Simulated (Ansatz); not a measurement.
## Converging the k-point mesh: VIr3 (P4mm, 4 atoms in the cell)

```
VIr3
1.0
    3.79774     0.00000     0.00000
    0.00000     3.79774     0.00000
    0.00000     0.00000     3.79774
V Ir
1 3
Direct
  0.00000   0.00000   0.01317
  0.50000   0.50000   0.00000
  0.00000   0.50000   0.50000
  0.50000   0.00000   0.50000
```

Method of the run: LDA (PW92), default PAW files made with PBE (plane waves; Ansatz, an electronic-structure program).

Base settings: basis.ecutwfc = 420 eV; kpoints.mp_grid.grid = 9 9 9; hamiltonian.xc = lda; hamiltonian.pseudopotentials = {kind: paw} (the program's default PAW files); scf.occupations.method = gaussian; scf.occupations.width = 0.1 eV.

The second cell is the first with its lattice scaled by 0.98.

Only quantities that move along the ladder and can be compared are tabulated.

The count of work is k-points × plane waves × bands × iterations; it is no time. Core times come from one kind of shared machine, to one figure; runs under 30 s give none.

The starting cell comes from a database of computed structures (which also holds hypothetical and non-ambient phases and stackings), without a prior relaxation at this level. Its lattice was rescaled by up to half a per cent. One atom was moved a little off its site on purpose. Spin polarisation is off. In the base run, with a pressure of about -7 GPa the cell is away from its equilibrium volume at this level. Ansatz's pressure includes its estimate of the finite-basis (Pulay) stress.

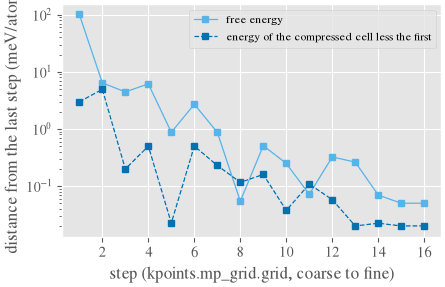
*Distance from the last step along the ladder; very small values are drawn at a floor.*

| kpoints.mp_grid.grid | free energy less the last step's (meV/atom) | energy of the compressed cell less the first (meV/atom) | pressure (GPa) | largest difference of a force vector from the last step's (eV/Å) | count of work / last | core time / last (rough) |
|---|---|---|---|---|---|---|
| 2 2 2 | 101.15 | 18.37 | -7.44 | 0.751 | 0.0037 | – |
| 3 3 3 | 6.41 | 26.31 | -6.05 | 0.119 | 0.0026 | – |
| 4 4 4 | 4.45 | 21.16 | -7.01 | 0.102 | 0.0067 | – |
| 5 5 5 | 6.16 | 21.86 | -6.83 | 0.023 | 0.0078 | – |
| 6 6 6 | 0.87 | 21.33 | -6.96 | 0.015 | 0.015 | – |
| 7 7 7 | 2.71 | 21.86 | -6.85 | 0.005 | 0.017 | – |
| 8 8 8 | -0.87 | 21.13 | -6.99 | 0.006 | 0.028 | – |
| 9 9 9 | 0.05 | 21.24 | -6.96 | 0.005 | 0.032 | – |
| 10 10 10 | -0.51 | 21.20 | -6.97 | 0.003 | 0.047 | – |
| 11 11 11 | 0.25 | 21.32 | -6.94 | 0.004 | 0.054 | – |
| 13 13 13 | -0.07 | 21.46 | -6.93 | 0.002 | 0.085 | – |
| 14 14 14 | 0.32 | 21.41 | -6.94 | 0.001 | 0.12 | 0.1 |
| 17 17 17 | -0.26 | 21.34 | -6.95 | 0.001 | 0.15 | 0.2 |
| 19 19 19 | 0.07 | 21.38 | -6.94 | 0.001 | 0.24 | 0.4 |
| 21 21 21 | -0.02 | 21.35 | -6.94 | 0.000 | 0.31 | 0.5 |
| 23 23 23 | -0.03 | 21.35 | -6.95 | 0.000 | 0.40 | 0.8 |
| 28 28 28 | 0.00 | 21.36 | -6.94 | 0.000 | 1.0 | 1 |

Coarsest kpoints.mp_grid.grid that holds the pressure within 0.05 GPa of the last step, with all finer ones: 8 8 8, at 0.028 of the last step's count of work; the step before is off by 0.10 GPa.

Coarsest kpoints.mp_grid.grid that holds the energy of the compressed cell less the first within 1 meV/atom of the last step, with all finer ones: 4 4 4, at 0.0067 of the last step's count of work; the step before is off by 5.0 meV/atom.

Coarsest kpoints.mp_grid.grid that holds the forces within 0.01 eV/Å of the last step, with all finer ones: 7 7 7, at 0.017 of the last step's count of work; the step before is off by 0.015 eV/Å.

The energy difference between the two cells stays within 1 meV/atom of the last step's from 4 4 4 on, the total only from 8 8 8 on: much of the error is common to both cells and cancels.

Keys are those of Ansatz 0.2.
